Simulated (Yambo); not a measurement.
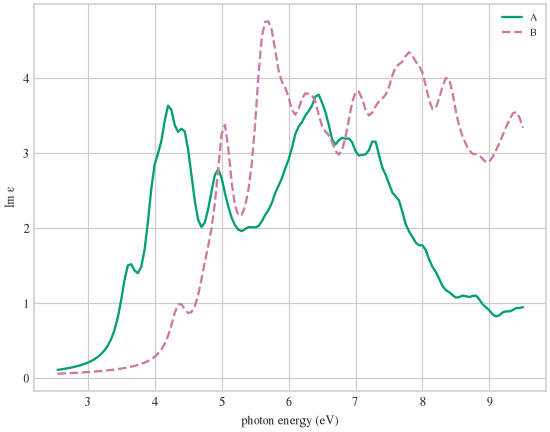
*Two computed absorption spectra of RbIO3 (space group R3m, No. 160) (Yambo, PBEsol bands with the same scissor, field along x)*

Axes are Cartesian, with cell vectors (Å) (3.19, 1.84, 2.62), (-3.19, 1.84, 2.62), (0.00, -3.68, 2.62).

Task: Which curve includes the electron-hole attraction (BSE)?

Result: Curve A: the attraction moves weight to lower energy (centre of the plotted range 6.1 eV against 7.0 eV). Settings: 4×4×4 mesh, 18 valence and 6 conduction bands, static screening with 102 bands and a 3 Ry block, scissor 1.76 eV, Tamm-Dancoff. The scissor comes from a G0W0 run whose convergence isn't established. Broadening 0.15 eV. The band window holds all transitions up to 9.9 eV. On this mesh the peak heights and the fine structure are mesh artefacts; only the shift of weight is robust.

Spin-orbit coupling is included.

Geometry of the Materials Project entry, not relaxed at this level; primitive cell a = 4.5193 Å, b = 4.5193 Å, c = 4.5193 Å, α = 89.72°, β = 89.72°, γ = 89.72°.

The structure is a Materials Project entry; no match was found in the copy of COD used, and its stability was not checked.
